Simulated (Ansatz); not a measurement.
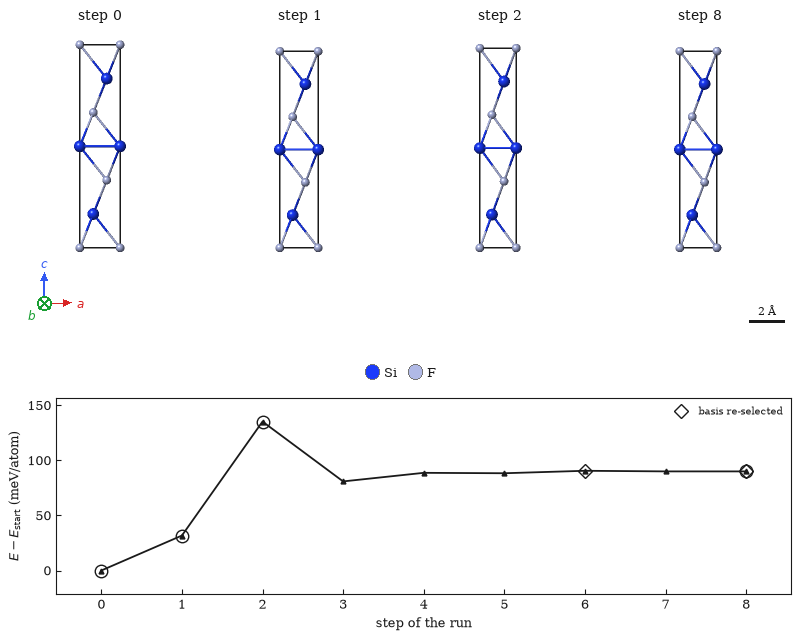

Frames of a relaxation of solid SiF (a generated structure, set up in R-3m), marked on the history of the run. The picture is a ball-and-stick view of the conventional cell (3 times the calculation's cell), seen along the b axis. Lengths and directions refer to the drawn axes.

The run lets cell and atoms move.

These are results of Kohn-Sham DFT of a periodic cell, r2SCAN, Ansatz PAW (Ansatz), not measurements.

The input:
```yaml
crystal:
  lattice:
    - [1.3386, 0.77284, 3.89831]
    - [-1.3386, 0.77284, 3.89831]
    - [0.0, -1.54568, 3.89831]
  atoms:
    - { symbol: Si, position: [0.5, 0.5, 0.5] }
    - { symbol: F, position: [0.0, 0.0, 0.0] }
hamiltonian:
  xc: r2scan
  pseudopotentials: { kind: paw }
kpoints:
  mp_grid: { grid: [12, 12, 12] }
scf:
  occupations: { method: fermi_dirac, width: 0.05 }
output:
  forces: true
  stress: true
  eigenvalues: true
  write_density: true
  write_potential: true
  elf: true
  volumetric_format: npy
relax:
  f_tol: 0.01
  max_steps: 40
  cell: { stress_tol: 0.05, p_target: 20.0 }
```

Launched with:
```bash
ansatz run input.yaml --threads 2 --pin off --max-ram 5632MiB --backend cpu --events-out ev --progress --plain --runs-dir out
```

> What happens along the run?

Over 6 accepted moves (8 points after the start) the energy rises by 90.0 meV per atom. With the target pressure of 20 GPa, the enthalpy E + pV changes by −181 meV per atom. All forces vanish by symmetry, so only the cell relaxes. Pressure: −2.24 GPa at the start and 19.99 GPa at the end. The SCF was repeated twice at an unchanged geometry on a basis and grid sized afresh for the cell, which shifted the energy by 2.2 meV per atom at most. No atom moves by more than 0.005 Å relative to the cell. Cell: a = b 2.677 → 2.465 Å (−7.9 %), c 11.695 → 11.323 Å (−3.2 %). Volume −17.9 %. Some distances before and after: Si–Si 2.677 → 2.465 Å, F–Si 2.488 → 2.364 Å. The space group stays R-3m (No. 166). The run took 41 s on 2 threads of Arm Neoverse V1 (shared host), peak memory 0.44 GiB. From step 0 to 1: volume −12.5 %, energy +31.7 meV per atom. From step 1 to 2: volume −8.6 %, energy +103 meV per atom. From step 2 to 8: volume +2.6 %, energy −45.2 meV per atom.
